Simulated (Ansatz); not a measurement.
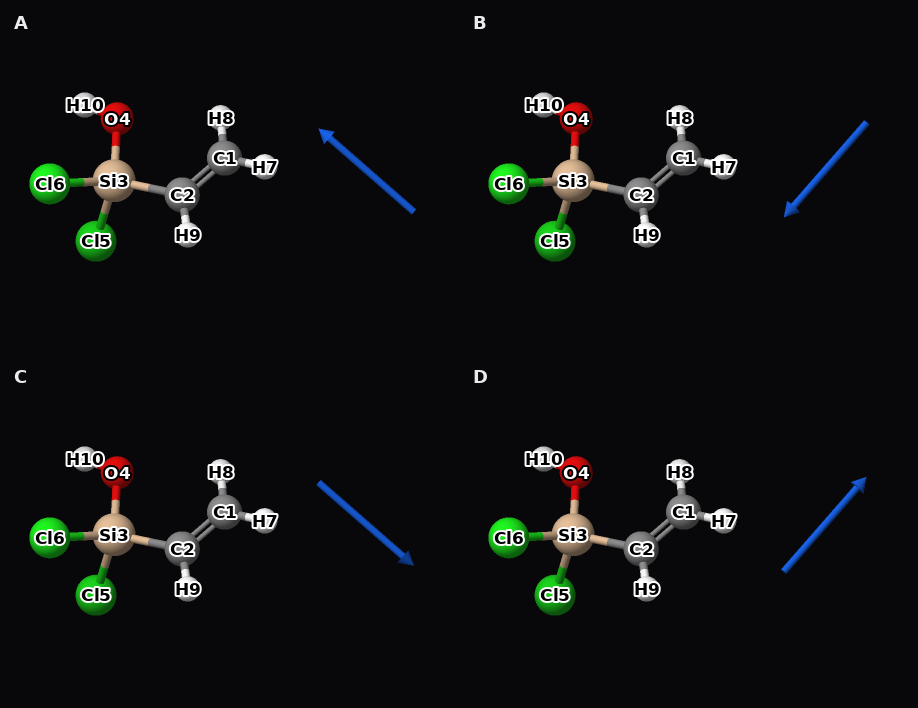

The same molecule four times, each with an arrow. The geometry was computed by an optimisation with PBE0-D4/def2-TZVP. Method: RKS ωB97M-V/def2-TZVPP (Ansatz 0.2.0).

Question: Which arrow points along the dipole moment, from the negative to the positive end?

Answer: D. The dipole moment is 1.33 D; it points from the side of Cl5, Cl6 to the side of H8 (the outermost atoms at the two ends).
